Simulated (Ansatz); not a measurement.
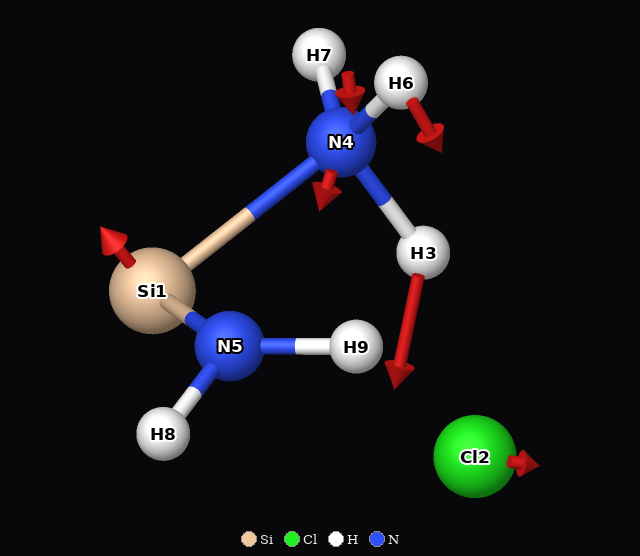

The arrows show one normal mode. Harmonic vibrations computed with RKS PBE0-D4/def2-SVP (Ansatz 0.2.0) at a stationary point of the same level. It is a saddle point of order 1.

Estimate its harmonic wavenumber.

Answer. 199i cm⁻¹; it is mode 1 of 21 counted from the lowest.
